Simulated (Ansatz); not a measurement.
**Run report: WH₅F, geometry relaxation**

- system: WH₅F
- method: RKS B3LYP-D4/def2-TZVP (Ansatz 0.2.0)

It belongs to a series of runs on one base structure; here: end point B relaxed. Figures and captions count atoms from 1; the log counts them from 0 in places.

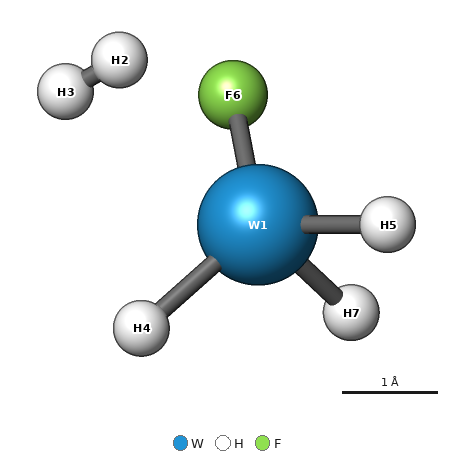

*The input geometry (ball-and-stick view, seen at a tilt; atoms are numbered from 1 in the order of the input). Sticks mark near contacts.*

Bond lengths as drawn: F–W 1.82 Å, H–H 0.71 Å and H–W 1.68 to 1.73 Å.

### The input
```yaml
crystal:
  periodic: [false, false, false]
  atoms:
    - { symbol: W, position_ang: [-0.167221, -0.038919, -0.450473] }
    - { symbol: H, position_ang: [0.94469, -0.079345, 2.24522] }
    - { symbol: H, position_ang: [1.521246, 0.181861, 1.917136] }
    - { symbol: H, position_ang: [0.73267, 1.433394, -0.474078] }
    - { symbol: H, position_ang: [-1.741039, 0.158393, 0.150619] }
    - { symbol: F, position_ang: [0.561588, -1.708026, -0.557941] }
    - { symbol: H, position_ang: [-0.952234, -0.077358, -1.930782] }
basis:
  gaussian: { orbitals: def2-TZVP }
hamiltonian:
  xc: b3lyp
  dispersion: d4
relax:
  f_tol: 0.03
  max_steps: 50
output:
  orbitals: {}
```

Run on 4 threads of Arm Neoverse V1, 24 GiB of memory available, shared host.

Run as:
```bash
ansatz run input.yaml --threads 4 --pin off --max-ram 5120MiB --backend cpu --events-out ev --progress --plain --runs-dir out
```

### Output
```
The last accepted step is kept in [file] (removed where the run ends without a failure and the disk answers)
Engine: ansatz 0.2.0, aarch64-unknown-linux-gnu
Functional definition: B3LYP
  parameter a0 = 0.2
  parameter ax = 0.72
  parameter ac = 0.81
  exchange = (1 - a0 - ax)*slater_x + ax*b88_x + a0*exact_x
  correlation = (1 - ac)*vwn_rpa_c + ac*lyp_c
769 factors; their error is unknown
mean field evaluation 1: about -4622.0814 eV, gradient 3.3e1 eV
mean field evaluation 2: about -4617.9751 eV, gradient 6.4e1 eV
mean field evaluation 4: about -4623.9282 eV, gradient 2.7e0 eV
mean field evaluation 8: about -4623.9537 eV, gradient 1.4e-1 eV
mean field evaluation 16: about -4623.9538 eV, gradient 2.8e-4 eV
mean field -4623.95379064 eV, -169.9271675776 hartree, gradient 1.7e-5 eV, S^2 0.000000; 2 other end points of the search recorded, 0 dependent functions left out
the calculation of the forces begins
reference -4623.95405133 eV, -169.9271771576 hartree; 14, 14 occupied and 87, 87 virtual orbitals, 769 factors
relax step   1: F+E_penalty+E_count = -4624.11766330 eV  Δ(F+E_penalty+E_count) = +0.000e0 eV  max|allowed force component| = 1.250e0 eV/Å  Δτ_max = 0.0000 Å  (55 SCF iters, accepted)
these checks for a lower state are left out or cut short: starts, cluster_reference, orbital_swaps, neighbouring_geometries, increment
769 factors; their error is unknown
mean field evaluation 32: about -4624.0581 eV, gradient 1.1e-3 eV
mean field -4624.05811897 eV, -169.9310015731 hartree, gradient 2.7e-5 eV, S^2 0.000000; 0 other end points of the search recorded, 0 dependent functions left out
the calculation of the forces begins
reference -4624.05837683 eV, -169.9310110492 hartree; 14, 14 occupied and 87, 87 virtual orbitals, 769 factors
relax step   2: F+E_penalty+E_count = -4624.22715202 eV  Δ(F+E_penalty+E_count) = -1.095e-1 eV  max|allowed force component| = 4.236e-1 eV/Å  Δτ_max = 0.1947 Å  (45 SCF iters, accepted)
these checks for a lower state are left out or cut short: starts, cluster_reference, orbital_swaps, neighbouring_geometries, increment
769 factors; their error is unknown
mean field -4624.20709056 eV, -169.9364761780 hartree, gradient 1.9e-5 eV, S^2 0.000000; 0 other end points of the search recorded, 0 dependent functions left out
the calculation of the forces begins
reference -4624.20734427 eV, -169.9364855017 hartree; 14, 14 occupied and 87, 87 virtual orbitals, 769 factors
relax step   3: F+E_penalty+E_count = -4624.38021836 eV  Δ(F+E_penalty+E_count) = -1.531e-1 eV  max|allowed force component| = 6.322e-1 eV/Å  Δτ_max = 0.1956 Å  (45 SCF iters, accepted)
these checks for a lower state are left out or cut short: starts, cluster_reference, orbital_swaps, neighbouring_geometries, increment
769 factors; their error is unknown
mean field -4624.41513192 eV, -169.9441215567 hartree, gradient 2.3e-5 eV, S^2 0.000000; 0 other end points of the search recorded, 0 dependent functions left out
the calculation of the forces begins
reference -4624.41538216 eV, -169.9441307529 hartree; 14, 14 occupied and 87, 87 virtual orbitals, 769 factors
relax step   4: F+E_penalty+E_count = -4624.58924526 eV  Δ(F+E_penalty+E_count) = -2.090e-1 eV  max|allowed force component| = 1.078e0 eV/Å  Δτ_max = 0.1961 Å  (44 SCF iters, accepted)
these checks for a lower state are left out or cut short: starts, cluster_reference, orbital_swaps, neighbouring_geometries, increment
769 factors; their error is unknown
mean field -4624.65782348 eV, -169.9530403072 hartree, gradient 2.1e-5 eV, S^2 0.000000; 0 other end points of the search recorded, 0 dependent functions left out
the calculation of the forces begins
reference -4624.65806936 eV, -169.9530493430 hartree; 14, 14 occupied and 87, 87 virtual orbitals, 769 factors
relax step   5: F+E_penalty+E_count = -4624.83319444 eV  Δ(F+E_penalty+E_count) = -2.439e-1 eV  max|allowed force component| = 1.215e0 eV/Å  Δτ_max = 0.1951 Å  (47 SCF iters, accepted)
these checks for a lower state are left out or cut short: starts, cluster_reference, orbital_swaps, neighbouring_geometries, increment
769 factors; their error is unknown
mean field evaluation 64: about -4625.0825 eV, gradient 6.4e-5 eV
mean field -4625.08247138 eV, -169.9686458296 hartree, gradient 1.4e-5 eV, S^2 0.000000; 0 other end points of the search recorded, 0 dependent functions left out
the calculation of the forces begins
reference -4625.08271300 eV, -169.9686547091 hartree; 14, 14 occupied and 87, 87 virtual orbitals, 769 factors
relax step   6: F+E_penalty+E_count = -4625.25893333 eV  Δ(F+E_penalty+E_count) = -4.257e-1 eV  max|allowed force component| = 7.721e-1 eV/Å  Δτ_max = 0.1956 Å  (39 SCF iters, accepted)
these checks for a lower state are left out or cut short: starts, cluster_reference, orbital_swaps, neighbouring_geometries, increment
769 factors; their error is unknown
mean field -4625.38864088 eV, -169.9798973513 hartree, gradient 2.7e-5 eV, S^2 0.000000; 0 other end points of the search recorded, 0 dependent functions left out
the calculation of the forces begins
reference -4625.38887859 eV, -169.9799060872 hartree; 14, 14 occupied and 87, 87 virtual orbitals, 769 factors
relax step   7: F+E_penalty+E_count = -4625.56649408 eV  Δ(F+E_penalty+E_count) = -3.076e-1 eV  max|allowed force component| = 1.035e0 eV/Å  Δτ_max = 0.1950 Å  (37 SCF iters, accepted)
these checks for a lower state are left out or cut short: starts, cluster_reference, orbital_swaps, neighbouring_geometries, increment
769 factors; their error is unknown
mean field -4625.84158369 eV, -169.9965426924 hartree, gradient 1.1e-5 eV, S^2 0.000000; 0 other end points of the search recorded, 0 dependent functions left out
the calculation of the forces begins
reference -4625.84181803 eV, -169.9965513043 hartree; 14, 14 occupied and 87, 87 virtual orbitals, 769 factors
relax step   8: F+E_penalty+E_count = -4626.02105156 eV  Δ(F+E_penalty+E_count) = -4.546e-1 eV  max|allowed force component| = 6.053e-1 eV/Å  Δτ_max = 0.1950 Å  (37 SCF iters, accepted)
these checks for a lower state are left out or cut short: starts, cluster_reference, orbital_swaps, neighbouring_geometries, increment
769 factors; their error is unknown
mean field -4625.93952606 eV, -170.0001420082 hartree, gradient 8.8e-6 eV, S^2 0.000000; 0 other end points of the search recorded, 0 dependent functions left out
the calculation of the forces begins
reference -4625.93976197 eV, -170.0001506778 hartree; 14, 14 occupied and 87, 87 virtual orbitals, 769 factors
relax step   9: F+E_penalty+E_count = -4626.12035361 eV  Δ(F+E_penalty+E_count) = -9.930e-2 eV  max|allowed force component| = 1.490e0 eV/Å  Δτ_max = 0.1893 Å  (36 SCF iters, accepted)
these checks for a lower state are left out or cut short: starts, cluster_reference, orbital_swaps, neighbouring_geometries, increment
769 factors; their error is unknown
mean field evaluation 96: about -4625.9874 eV, gradient 4.4e-5 eV
mean field -4625.98736290 eV, -170.0018999795 hartree, gradient 9.8e-6 eV, S^2 0.000000; 0 other end points of the search recorded, 0 dependent functions left out
the calculation of the forces begins
reference -4625.98759814 eV, -170.0019086247 hartree; 14, 14 occupied and 87, 87 virtual orbitals, 769 factors
relax step  10: F+E_penalty+E_count = -4626.16671924 eV  Δ(F+E_penalty+E_count) = -4.637e-2 eV  max|allowed force component| = 1.207e-1 eV/Å  Δτ_max = 0.0672 Å  (37 SCF iters, accepted)
these checks for a lower state are left out or cut short: starts, cluster_reference, orbital_swaps, neighbouring_geometries, increment
769 factors; their error is unknown
mean field -4625.99135571 eV, -170.0020467128 hartree, gradient 8.0e-6 eV, S^2 0.000000; 0 other end points of the search recorded, 0 dependent functions left out
the calculation of the forces begins
reference -4625.99159101 eV, -170.0020553598 hartree; 14, 14 occupied and 87, 87 virtual orbitals, 769 factors
relax step  11: F+E_penalty+E_count = -4626.17079665 eV  Δ(F+E_penalty+E_count) = -4.077e-3 eV  max|allowed force component| = 1.034e-2 eV/Å  Δτ_max = 0.0386 Å  (32 SCF iters, accepted)
```

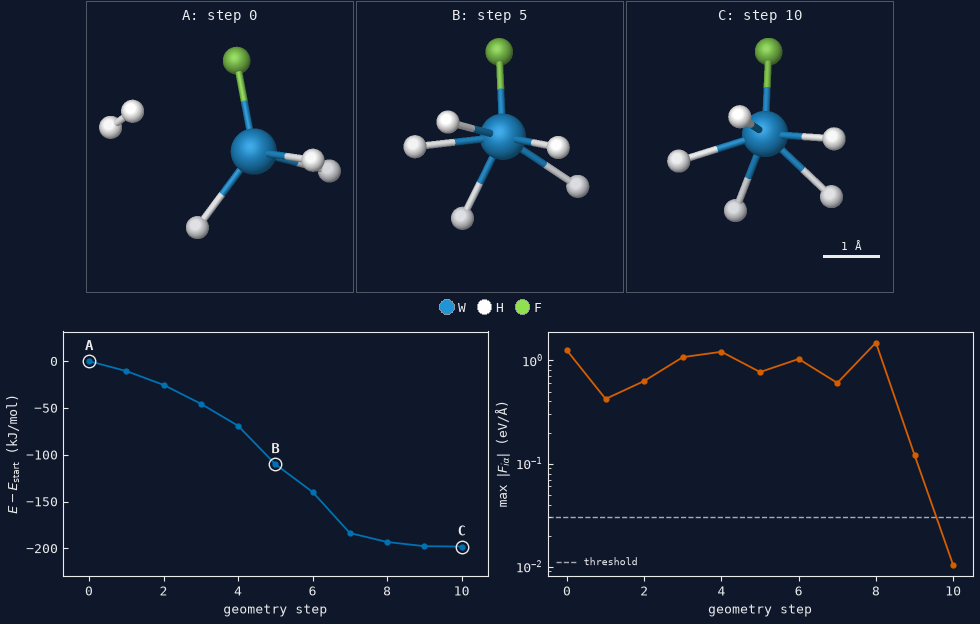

*Frames of the relaxation (ball-and-stick view, seen at a tilt) above the curves, on which the letters mark them (the first geometry is step 0 here and step 1 in the log).*

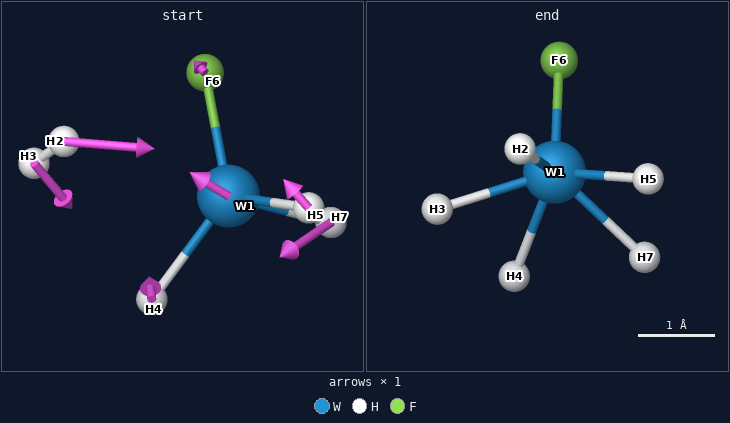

*Before (left) and after (right) the relaxation, at one scale (ball-and-stick view, seen at a tilt). The pink arrows give the displacements, at true length.*

Over 10 geometry steps the energy falls by 198.1 kJ/mol. The largest force component goes from 1.3 to 0.01 eV/Å. The largest move after the best rigid fit is that of H2, 1.22 Å. Largest moves by element: H 1.22 Å, W 0.65 Å, F 0.24 Å. Distances before and after: W1–H2 2.916 → 1.687 Å, H2–H3 0.713 → 1.813 Å, W1–H4 1.726 → 1.687 Å, W1–H7 1.676 → 1.687 Å. New bonds form: W1–H2 (2.92 → 1.69 Å), W1–H3 (2.92 → 1.69 Å). Bonds break: H2–H3 (0.71 → 1.81 Å). Among the angles that change: H4–W1–H7 104.6° → 65.0°, H5–W1–H7 83.2° → 65.0°, F6–W1–H7 96.6° → 113.9°. (Atoms are counted from 1 in the order of the input.)

```
769 factors; their error is unknown
mean field -4625.99135571 eV, -170.0020467128 hartree, gradient 2.6e-5 eV, S^2 0.000000; 1 other end points of the search recorded, 0 dependent functions left out
the calculation of the forces begins
reference -4625.99159101 eV, -170.0020553598 hartree; 14, 14 occupied and 87, 87 virtual orbitals, 769 factors
Total energy: -4626.17103195 eV, -170.0086496928 hartree
Atom 0 at     0.201276    -0.223610     0.060040 Å, force    -0.004433     0.010341     0.002616 eV/Å
Atom 1 at    -0.165903    -0.141762     1.704638 Å, force     0.000562    -0.002008     0.001348 eV/Å
Atom 2 at     1.320094     0.620095     0.999537 Å, force     0.001692    -0.000006    -0.000089 eV/Å
Atom 3 at     0.956688     1.068489    -0.718542 Å, force     0.003856    -0.003363    -0.002369 eV/Å
Atom 4 at    -1.445444    -0.164912     0.422226 Å, force    -0.001062    -0.004320    -0.002131 eV/Å
Atom 5 at     0.783663    -1.867507    -0.490188 Å, force     0.001805    -0.002890     0.000233 eV/Å
Atom 6 at    -0.750674     0.579206    -1.078010 Å, force    -0.002420     0.002246     0.000392 eV/Å
Dipole moment:     0.022041    -0.062024    -0.020597 e Å
```

### Trajectory as extended XYZ (Å, eV, eV/Å), 11 frames, from step=1 to step=11
```
7
Properties=species:S:1:pos:R:3:forces:R:3 step=1 energy=-4624.11766
W    -0.1672   -0.0389   -0.4505    0.1168  -0.0848   0.1635
H     0.9447   -0.0793    2.2452   -1.2503  -0.5491   0.5907
H     1.5212    0.1819    1.9171    1.1379   0.5413  -0.7572
H     0.7327    1.4334   -0.4741    0.0199   0.0006  -0.0220
H    -1.7410    0.1584    0.1506   -0.0018  -0.0087   0.0431
F     0.5616   -1.7080   -0.5579   -0.0396   0.1040  -0.0026
H    -0.9522   -0.0774   -1.9308    0.0171  -0.0034  -0.0156
7
Properties=species:S:1:pos:R:3:forces:R:3 step=2 energy=-4624.22715
W    -0.1246   -0.0366   -0.3643    0.1737  -0.0993   0.2529
H     0.8301   -0.0969    2.0888   -0.4236  -0.1584   0.0302
H     1.4362    0.1921    1.7624    0.1990   0.1459  -0.3213
H     0.7744    1.4351   -0.4436   -0.0103  -0.0274  -0.0524
H    -1.7041    0.1535    0.2302    0.0337   0.0098   0.0690
F     0.5905   -1.7055   -0.5194   -0.0001   0.0843   0.0063
H    -0.9028   -0.0717   -1.8543    0.0275   0.0451   0.0153
7
Properties=species:S:1:pos:R:3:forces:R:3 step=3 energy=-4624.38022
W    -0.0712   -0.0438   -0.2683    0.3007  -0.1402   0.3798
H     0.7155   -0.1042    1.9392   -0.6322  -0.2156   0.0492
H     1.3256    0.1900    1.6011    0.2619   0.2266  -0.4763
H     0.8047    1.4316   -0.4362   -0.0026  -0.0588  -0.0846
H    -1.6547    0.1536    0.3165    0.0543  -0.0102   0.1217
F     0.6318   -1.7094   -0.4875    0.0140   0.0850   0.0127
H    -0.8520   -0.0477   -1.7652    0.0039   0.1131  -0.0024
7
Properties=species:S:1:pos:R:3:forces:R:3 step=4 energy=-4624.58925
W    -0.0085   -0.0602   -0.1767    0.3554  -0.4219   0.2900
H     0.5856   -0.1031    1.8014   -1.0778  -0.3565   0.3434
H     1.2035    0.1987    1.4479    0.7332   0.5241  -0.5992
H     0.8400    1.4128   -0.4493   -0.0203  -0.1233  -0.1072
H    -1.5892    0.1404    0.4216    0.0927  -0.0385   0.1307
F     0.6764   -1.7211   -0.4684   -0.0089   0.1267   0.0053
H    -0.8082    0.0024   -1.6767   -0.0743   0.2894  -0.0630
7
Properties=species:S:1:pos:R:3:forces:R:3 step=5 energy=-4624.83319
W     0.0668   -0.1125   -0.0842    0.0950  -1.1796  -0.9876
H     0.4205   -0.0793    1.7003   -1.1285  -0.1852   0.7387
H     1.0983    0.2548    1.3098    1.2150   0.9345   0.0215
H     0.8732    1.3568   -0.4888   -0.0685  -0.3165  -0.0556
H    -1.5075    0.0992    0.5344    0.1048  -0.1218   0.0460
F     0.7198   -1.7665   -0.4858   -0.0910   0.2312   0.0214
H    -0.7715    0.1175   -1.5862   -0.1268   0.6374   0.2156
7
Properties=species:S:1:pos:R:3:forces:R:3 step=6 energy=-4625.25893
W     0.1151   -0.2121   -0.0864    0.1480   0.4716   0.7668
H     0.2637   -0.0346    1.7088   -0.4715  -0.0118  -0.5202
H     1.1080    0.3785    1.2571    0.0500   0.2366  -0.3636
H     0.8847    1.2618   -0.5199    0.0091  -0.3994  -0.2110
H    -1.4426    0.0357    0.5732    0.0508  -0.3129  -0.2302
F     0.7605   -1.8572   -0.5204   -0.0243  -0.1715  -0.2139
H    -0.7897    0.2978   -1.5126    0.2380   0.1874   0.7721
7
Properties=species:S:1:pos:R:3:forces:R:3 step=7 energy=-4625.56649
W     0.1752   -0.2594   -0.0095   -0.9106   1.0242  -0.9533
H     0.1457   -0.0026    1.6624   -0.8196  -0.3550   0.3993
H     1.1003    0.4626    1.1841    0.9207   0.5375  -0.1999
H     0.9049    1.1837   -0.5746    0.0835  -0.4329  -0.0819
H    -1.4266   -0.0357    0.5480    0.1627  -0.3484  -0.1919
F     0.7746   -1.8974   -0.5503    0.0650  -0.2010  -0.0070
H    -0.7744    0.4187   -1.3603    0.4981  -0.2244   1.0347
7
Properties=species:S:1:pos:R:3:forces:R:3 step=8 energy=-4626.02105
W     0.1968   -0.2392    0.0396   -0.3595   0.1396  -0.6053
H    -0.0429   -0.0512    1.6655   -0.5112  -0.2851   0.5617
H     1.2180    0.5701    1.0717    0.5921   0.2867  -0.1076
H     0.9571    1.1221   -0.6305   -0.0520  -0.2143  -0.1417
H    -1.4418   -0.1186    0.4965    0.2086  -0.1385  -0.1862
F     0.7606   -1.8803   -0.5584    0.0468   0.0587   0.1922
H    -0.7481    0.4670   -1.1847    0.0752   0.1529   0.2870
7
Properties=species:S:1:pos:R:3:forces:R:3 step=9 energy=-4626.12035
W     0.1990   -0.2174    0.0620   -0.2168   1.0250   0.6357
H    -0.1845   -0.1695    1.7078    0.0734   0.0994   0.0050
H     1.3428    0.6229    0.9752   -0.0526   0.0272   0.1039
H     0.9492    1.0439   -0.7405    0.1271   0.2364  -0.0781
H    -1.4364   -0.1818    0.4006   -0.2906   0.0373   0.1031
F     0.7789   -1.8232   -0.4522    0.5037  -1.4904  -0.5531
H    -0.7491    0.5950   -1.0531   -0.1442   0.0652  -0.2164
7
Properties=species:S:1:pos:R:3:forces:R:3 step=10 energy=-4626.16672
W     0.2008   -0.2220    0.0611    0.0294  -0.1207  -0.0723
H    -0.1643   -0.1468    1.7061   -0.0111   0.0087   0.0044
H     1.3310    0.6053    1.0007   -0.0100   0.0366  -0.0014
H     0.9392    1.0917   -0.6996    0.0306  -0.0480  -0.0193
H    -1.4437   -0.1414    0.4321    0.0044  -0.0369  -0.0218
F     0.7806   -1.8681   -0.4967   -0.0275   0.0999   0.0463
H    -0.7440    0.5513   -1.1039   -0.0159   0.0604   0.0641
7
Properties=species:S:1:pos:R:3:forces:R:3 step=11 energy=-4626.17080
W     0.2013   -0.2236    0.0600   -0.0044   0.0103   0.0026
H    -0.1659   -0.1418    1.7046    0.0006  -0.0020   0.0013
H     1.3201    0.6201    0.9995    0.0017   0.0000  -0.0001
H     0.9567    1.0685   -0.7185    0.0039  -0.0034  -0.0024
H    -1.4454   -0.1649    0.4222   -0.0011  -0.0043  -0.0021
F     0.7837   -1.8675   -0.4902    0.0018  -0.0029   0.0002
H    -0.7507    0.5792   -1.0780   -0.0024   0.0022   0.0004
```

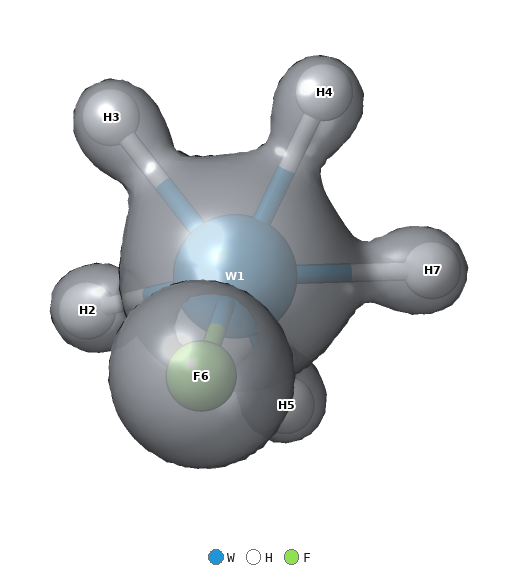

*Isosurface of the electron density at 0.8 e/Å³ (grey), seen at a tilt.*

At this value the surface is in one piece. On the grid the lowest density along these lines, outside the cores, is 1.1 e/Å³ (W–F, 1.83 Å) and 0.96 e/Å³ (W–H, 1.69 Å).

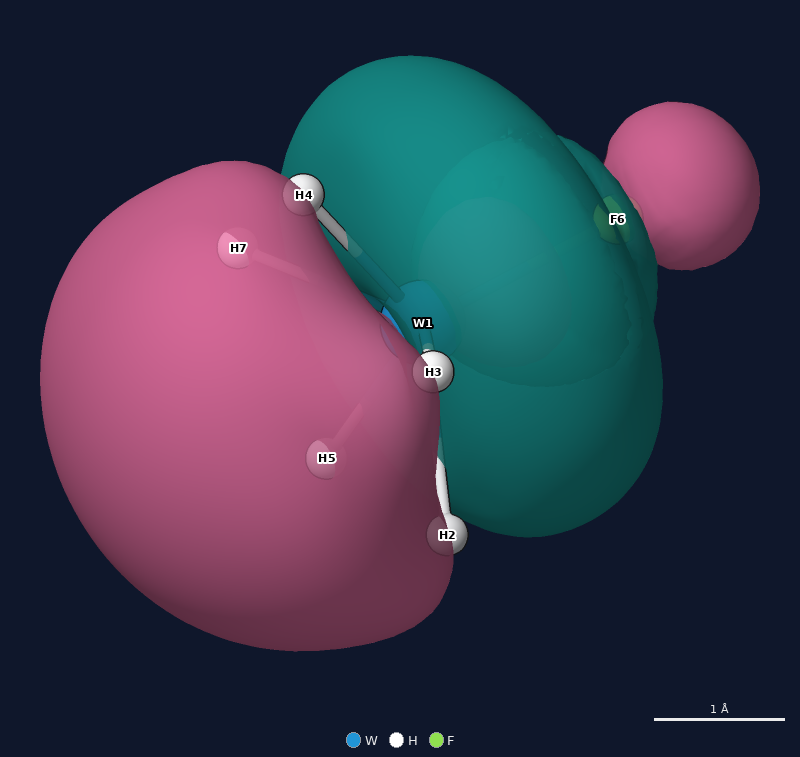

*The LUMO at ±0.06 Å⁻³ᐟ² (teal and pink are the two phases), seen at an oblique angle.*

It lies mainly on W1 (70 %). Its energy is −2.73 eV.

### Key numbers

| quantity | value |
| --- | --- |
| outcome | converged |
| total energy | −4626.1710 eV |
| mean-field energy | −4625.9916 eV |
| largest force (length of the vector) at the end | 0.012 eV/Å |
| wall time | 11 s (CPU time 41 s) |
| peak memory | 0.17 GiB |
